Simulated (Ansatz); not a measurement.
```
Pd Pt S
1.0
     3.57126    0.00000    0.00000
    -1.78563    3.09280    0.00000
     0.00000    0.00000   18.96191
Pd Pt S
1 2 6
Direct
  0.00000 0.00000 0.00000
  0.00000 0.00000 0.33229
  0.00000 0.00000 0.66771
  0.33333 0.66667 0.06487
  0.33333 0.66667 0.39718
  0.33333 0.66667 0.73259
  0.66667 0.33333 0.26741
  0.66667 0.33333 0.60282
  0.66667 0.33333 0.93513
```

Space group P-3m1; a structure generated by program, which may or may not match a known phase.

All numbers below come from DFT PBE, scalar-relativistic, plane waves, PAW (Ansatz).

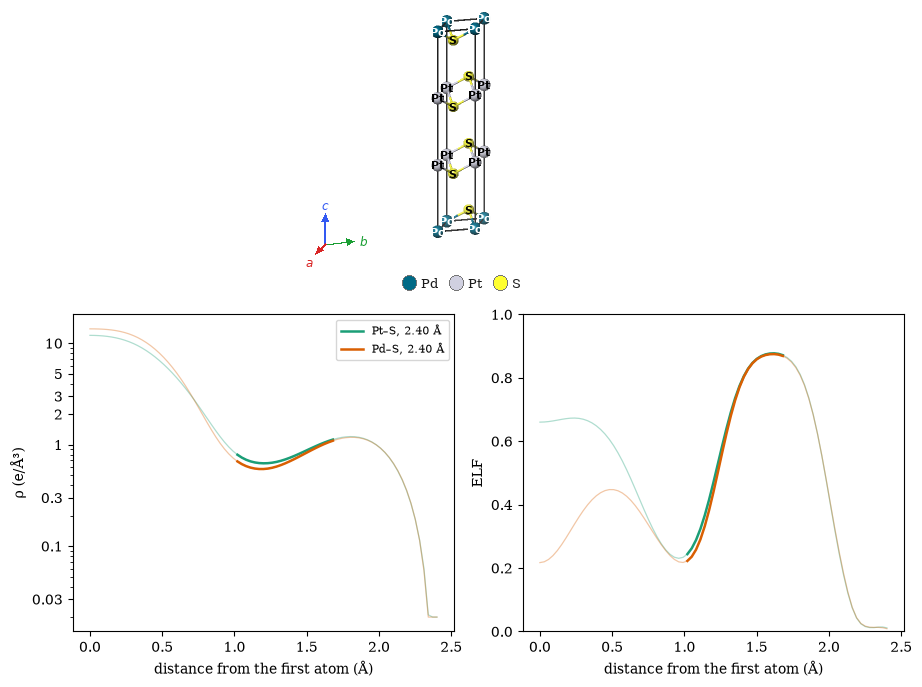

PdPt2S6. Valence pseudo-density and ELF along straight lines between neighbouring atoms. Thin, pale parts lie inside the atomic spheres. The structure is drawn too.

In a PAW calculation such maps are meaningful between the atoms, not at the nuclei.

Question: What can be read from the curves?

Answer: Pt–S (2.40 Å): ρ is about 0.66 e/Å³ halfway; the ELF peaks at about 0.90 in the valence shell of S, 0.8 Å from its nucleus, and is about 0.45 at the midpoint.
Pd–S (2.40 Å): ρ at the midpoint is about 0.58 e/Å³; the ELF peaks at about 0.85 in the valence shell of S, 0.8 Å from its nucleus, and is about 0.45 at the midpoint.
